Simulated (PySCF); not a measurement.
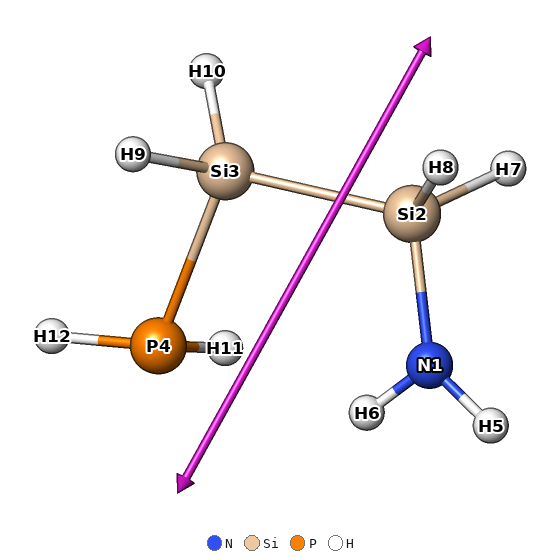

The double arrow shows the direction of the transition dipole to excited singlet state 4 (its length means nothing). Geometry: a frame of a GFN2-xTB molecular-dynamics simulation, not a minimum. Level of theory: TDDFT PBE0/def2-SVPD, vertical, gas phase, core orbitals frozen in the response (PySCF 2.14.0).

**Give its energy, strength and character.**

5.83 eV (213 nm), oscillator strength 0.026, mainly HOMO−1 → LUMO+1 (weight 0.73); transition dipole 1.08 D.
